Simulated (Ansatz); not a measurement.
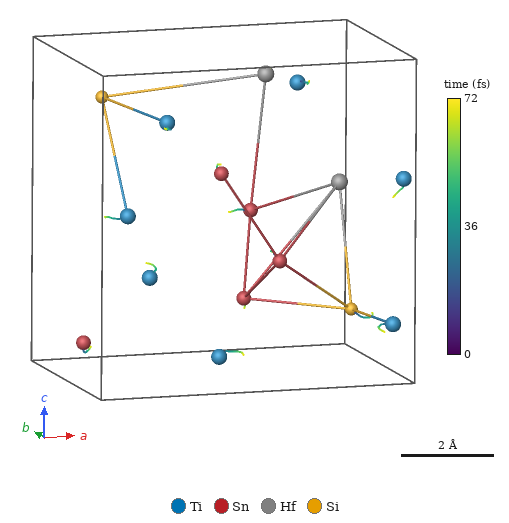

First-principles dynamics of an amorphous cell of composition Hf$_{2}$Ti$_{7}$Si$_{2}$Sn$_{5}$ (16 atoms in the cell), 72 fs long. Lines trace each atom's path, coloured by time; spheres stand at the starting positions. Seen slightly off an axis in the simulation cell.

All numbers below come from Ansatz, DFT PBE, scalar-relativistic, plane waves, PAW. Set-up: plane-wave cutoff 320 eV; k-point mesh 1 × 1 × 1; Fermi-Dirac smearing 0.191 eV; volume 1.05 times that of the relaxed crystal; set temperature 2220 K; time step 3 fs.

**How do the atoms move?**

Root-mean-square distances from the starting positions over the second half, with the common drift of all atoms taken out: Si 0.48 Å, Ti 0.38 Å, Sn 0.31 Å, Hf 0.16 Å. The run lasts only 72 fs, too short to tell vibration from diffusion.

Limits of the set-up: the cutoff lies below the recommended one; the periodic images lie only 7.0 Å apart, so the values are limited by the cell's size.

Cost: 64 s on 2 threads of Arm Neoverse V1 (shared host), peak memory 0.54 GiB.
